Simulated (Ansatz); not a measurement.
**BNH5O2F: single-point calculation**

The run: single-point calculation of BNH5O2F. Method and program: RKS CAM-B3LYP-D4/def2-TZVPP (Ansatz 0.2.0).

The geometry is the reactant side of a reaction. The reaction was set up to form B1–N6 and F2–H5 and to break B1–F2 and H5–N6 (atoms counted from 1 in the order of the input); sticks are drawn by distance alone. The geometry comes from this level: PBE0-D4/def2-TZVP.

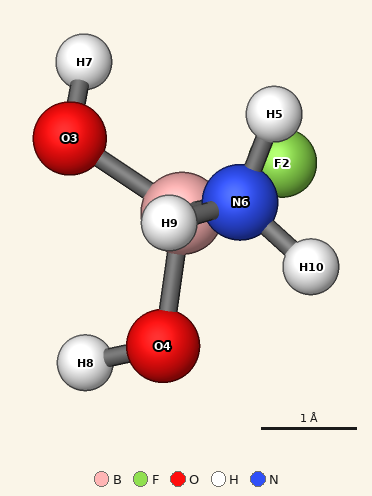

The structure (ball-and-stick view, seen at a tilt; atoms are numbered from 1 in the order of the input). Bond lengths as drawn: B–F 1.40 Å, B–N 1.70 Å, B–O 1.42 Å, H–N 1.01 Å and H–O 0.96 Å.

## Input file
```yaml
crystal:
  periodic: [false, false, false]
  atoms:
    - {symbol: B, position_ang: [-0.168048, 0.101765, -0.490503]}
    - {symbol: F, position_ang: [0.420426, -0.655373, -1.505472]}
    - {symbol: O, position_ang: [0.285037, 1.446944, -0.448842]}
    - {symbol: O, position_ang: [-1.562056, -0.072810, -0.321562]}
    - {symbol: H, position_ang: [1.443805, -0.783511, 0.852544]}
    - {symbol: N, position_ang: [0.437409, -0.667760, 0.896361]}
    - {symbol: H, position_ang: [0.972320, 1.594313, -1.099725]}
    - {symbol: H, position_ang: [-2.027677, 0.723532, -0.577977]}
    - {symbol: H, position_ang: [0.199154, -0.108230, 1.707765]}
    - {symbol: H, position_ang: [-0.000269, -1.578872, 0.987415]}
basis:
  gaussian: {orbitals: def2-TZVPP}
hamiltonian: {xc: {name: CAM-B3LYP}, dispersion: d4}
```

Run on 4 threads of Arm Neoverse N1, 23 GiB of memory available, shared host.

Command:
```bash
ansatz run in.yaml --threads 4 --pin off --events-out ev --progress --plain --max-ram 9574MiB
```

## What the program printed
```
Functional definition: CAM-B3LYP
  name "CAM-B3LYP"
  cite "Yanai, Tew & Handy, Chem. Phys. Lett. 393, 51 (2004) doi:10.1016/j.cplett.2004.06.011"
  cite "Iikura, Tsuneda, Yanai & Hirao, J. Chem. Phys. 115, 3540 (2001) doi:10.1063/1.1383587"
  cite "Becke, Phys. Rev. A 38, 3098 (1988) doi:10.1103/PhysRevA.38.3098"
  cite "Lee, Yang & Parr, Phys. Rev. B 37, 785 (1988) doi:10.1103/PhysRevB.37.785"
  cite "Vosko, Wilk & Nusair, Can. J. Phys. 58, 1200 (1980) doi:10.1139/p80-159"
  parameter alpha = 0.19
  parameter beta = 0.46
  parameter omega = 0.33/bohr
  parameter ac = 0.81
  # Exact exchange under (alpha + beta erf(omega r))/r, Becke's under what is left of 1/r.
  exchange = (1 - alpha - beta)*b88_x + beta*b88_x_sr(omega) + alpha*exact_x + beta*exact_x_lr(omega)
  correlation = (1 - ac)*vwn5_c + ac*lyp_c
1077 factors; their error is unknown
282 factors; integrals over basis functions are off by at most 8.3e-6 eV
mean field evaluation 1: about -9054.2808 eV, gradient 8.3e1 eV
mean field evaluation 2: about -9050.4885 eV, gradient 9.7e1 eV
mean field evaluation 4: about -9064.9618 eV, gradient 3.5e0 eV
mean field evaluation 8: about -9064.9801 eV, gradient 2.0e-1 eV
mean field evaluation 16: about -9064.9949 eV, gradient 1.9e-4 eV
mean field -9064.99486437 eV, -333.1324167913 hartree, gradient 2.9e-5 eV, S^2 0.000000; 0 other end points of the search recorded, 0 dependent functions left out
reference -9064.99498227 eV, -333.1324211242 hartree; 21, 21 occupied and 204, 204 virtual orbitals, 1077 factors
Total energy: -9065.11608754 eV, -333.1368716605 hartree
```

## Summary

```csv
quantity,value
outcome,converged
total energy,−9065.1161 eV
mean-field energy,−9064.9950 eV
dispersion energy,−0.1211 eV
SCF solution under orbital rotations,stable
wall time,3.5 s (CPU time 13 s)
peak memory,0.47 GiB
```
